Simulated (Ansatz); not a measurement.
# WSe2 under a change: W → Re

Consider WSe2 in the 2H-MoS2 type structure (space group P6_3/mmc, No. 194; a = 3.2304 Å, c = 12.4106 Å; layered, stacked along the Cartesian z axis).

The change: every W is replaced by Re; the structure is relaxed again.

Computed with Ansatz (an electronic-structure program) PBEsol-D3(BJ), no SOC, earlier PAW set. Γ-centred 17×17×4 mesh, Fermi–Dirac width 0.05 eV, for the changed cell.

The density goes up by 0.68 g/cm³, from 10.12 g/cm³ to 10.80 g/cm³ and the lattice parameter a drops by 0.114 Å, from 3.230 Å to 3.116 Å. The c/a ratio grows by 0.196 to 4.038 and the space group stays P6_3/mmc (No. 194). The shortest interatomic distance rises by 0.003 Å, from 2.511 Å to 2.514 Å and the band gap goes from 0.67 eV to zero.

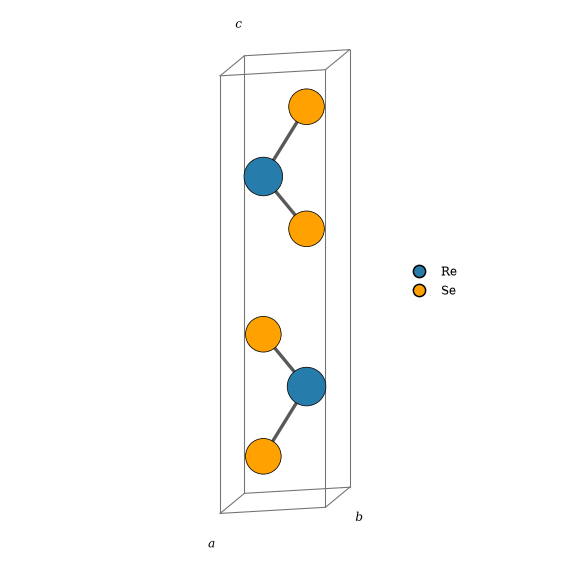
The relaxed conventional cell after the change

Spin-orbit coupling, missing from the scalar runs, can matter with W. No phonon test of stability was made. As relaxed here, ReSe2 is a hypothetical phase, not in the database extracts checked. The final runs are not spin-polarised. ReSe2 has a high density of states at the Fermi level and may be magnetic at this level.
